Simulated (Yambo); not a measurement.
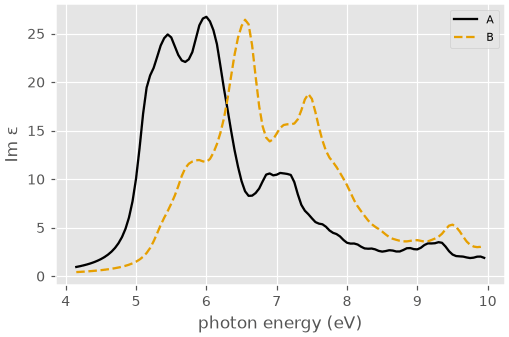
Two computed absorption spectra of BeTe (zinc blende, space group F-43m, No. 216) (Yambo, PBE bands with the same scissor, field along x)

Problem. Which curve includes the electron-hole attraction (BSE)?

Solution. Curve A: the attraction moves weight to lower energy (centre of the plotted range 6.3 eV against 7.1 eV). Settings: 10×10×10 mesh, 3 valence and 4 conduction bands, static screening with 24 bands and a 4 Ry block, scissor 1.66 eV, Tamm-Dancoff. The scissor comes from a G0W0 run whose convergence isn't established. Broadening 0.15 eV. The band window holds all transitions up to 10.0 eV. On this mesh the peak heights and the fine structure are mesh artefacts; only the shift of weight is robust.

The standard potential for Te keeps a d shell in the valence without the s and p states of that shell. In tests on such compounds this moved G0W0 gaps by up to about 0.9 eV, so absolute quasiparticle energies here are unreliable; differences between settings are what counts.

Spin-orbit coupling is not included.

Geometry of the Materials Project entry, not relaxed at this level; primitive cell a = b = c = 4.0043 Å, α = β = γ = 60.00°.
